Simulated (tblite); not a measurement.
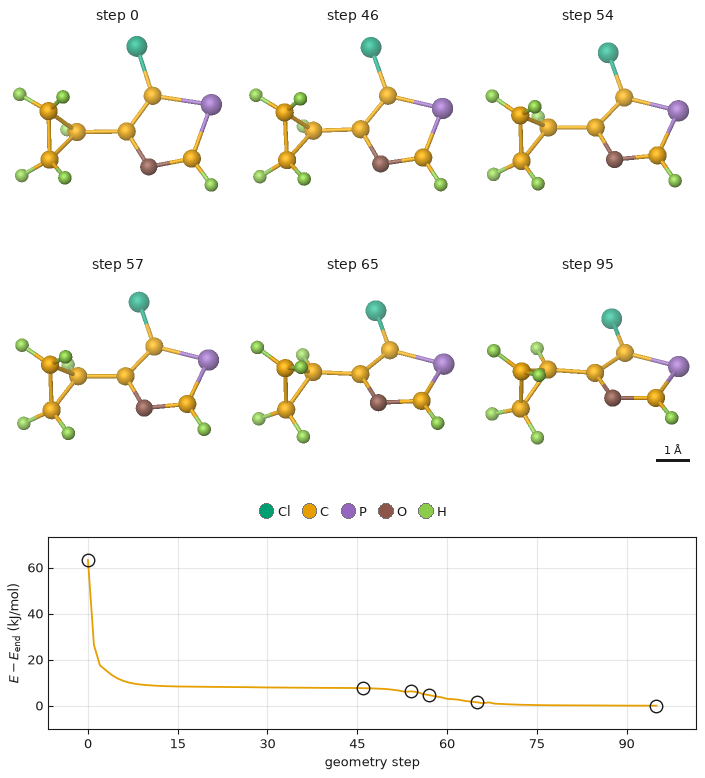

Frames of a relaxation of C6H6ClOP, marked on the history of the run. The picture is a ball-and-stick view, seen from a free direction.

These are results of GFN2-xTB geometry optimisation, gas phase in tblite, not measurements. 

Describe the path.

Answer. The largest move after the best rigid fit is that of the Cl atom, 1.43 Å. By element the largest moves are Cl 1.43 Å, H 1.03 Å, O 0.78 Å, P 0.57 Å, C 0.56 Å. Near-neighbour distances that change, for instance: C–P 1.831 → 1.707 Å, C–P 1.873 → 1.776 Å, C–C 1.556 → 1.467 Å, C–O 1.369 → 1.338 Å. Among the angles between lasting bonds that change: Cl–C–P 118.4° → 124.5°, C–C–C 123.7° → 128.1°, C–P–C 82.0° → 86.1°. Groups turn about C–C by about 65°. The energy falls by 63.3 kJ/mol in 95 geometry steps. From step 0 to 46: an H atom moves most (0.19 Å), energy −55.7 kJ/mol. From step 46 to 54: the Cl atom moves most (0.43 Å), energy −1.38 kJ/mol. From step 54 to 57: the Cl atom moves most (0.07 Å), energy −1.62 kJ/mol. From step 57 to 65: the Cl atom moves most (0.49 Å), energy −3.13 kJ/mol. From step 65 to 95: the Cl atom moves most (0.36 Å), energy −1.47 kJ/mol.

```tsv
step	E − E(0), kJ/mol
0	0.00
1	-36.92
2	-45.73
3	-47.90
4	-49.98
5	-51.51
6	-52.57
7	-53.33
8	-53.81
9	-54.14
10	-54.36
14	-54.86
19	-55.04
23	-55.14
28	-55.27
32	-55.38
37	-55.48
41	-55.54
46	-55.66
50	-56.08
55	-57.32
59	-59.59
64	-61.48
68	-62.42
73	-62.90
77	-63.07
82	-63.15
86	-63.18
91	-63.24
95	-63.26
```
